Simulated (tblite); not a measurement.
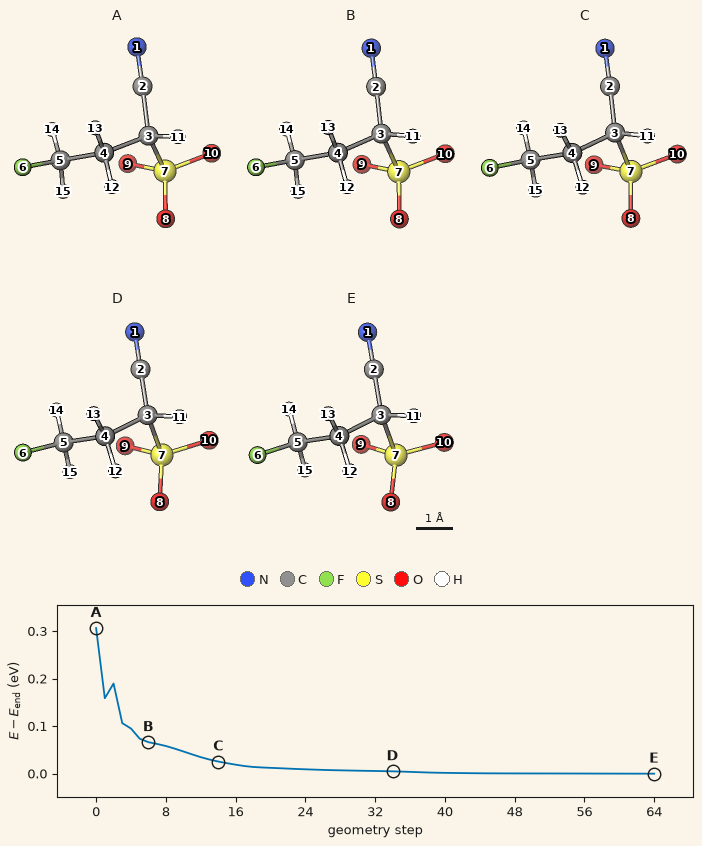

Frames of a relaxation of C$_{4}$H$_{5}$FNO$_{3}$S (charge −1), marked on the history of the run. The picture is a ball-and-stick view, seen at a tilt.

Method: GFN2-xTB geometry optimisation, gas phase in tblite 0.8.0. 

Describe the path.

The atom that moves furthest after the best rigid fit is H15 (0.28 Å). By element the largest moves are H 0.28 Å, O 0.25 Å, N 0.20 Å, F 0.19 Å, C 0.14 Å, S 0.09 Å. Near-neighbour distances that change, for instance: C3–S7 1.770 → 1.891 Å, C2–C3 1.482 → 1.410 Å, C5–F6 1.367 → 1.388 Å, C4–H12 1.109 → 1.092 Å. Bond angles that change, for instance: N1–C2–C3 172.6° → 179.6°, C4–C3–S7 114.3° → 107.7°, C3–C4–C5 116.5° → 110.3°. Over 64 geometry steps the energy falls by 0.307 eV. From step 0 to 6: C3 moves most (0.09 Å), energy −0.240 eV. From step 6 to 14: H13 moves most (0.12 Å), energy −0.041 eV. From step 14 to 34: O and H atoms move most (0.09 Å), energy −0.021 eV. From step 34 to 64: O10 moves most (0.10 Å), energy −0.005 eV.

| step | E − E(0), eV |
| --- | --- |
| 0 | 0.0000 |
| 1 | -0.1477 |
| 2 | -0.1168 |
| 3 | -0.2001 |
| 4 | -0.2116 |
| 5 | -0.2329 |
| 6 | -0.2403 |
| 7 | -0.2440 |
| 8 | -0.2483 |
| 9 | -0.2538 |
| 10 | -0.2597 |
| 13 | -0.2768 |
| 16 | -0.2876 |
| 19 | -0.2935 |
| 21 | -0.2951 |
| 24 | -0.2974 |
| 27 | -0.2991 |
| 30 | -0.3003 |
| 33 | -0.3012 |
| 36 | -0.3028 |
| 38 | -0.3041 |
| 41 | -0.3051 |
| 44 | -0.3057 |
| 47 | -0.3060 |
| 50 | -0.3061 |
| 53 | -0.3062 |
| 55 | -0.3063 |
| 58 | -0.3064 |
| 61 | -0.3065 |
| 64 | -0.3066 |
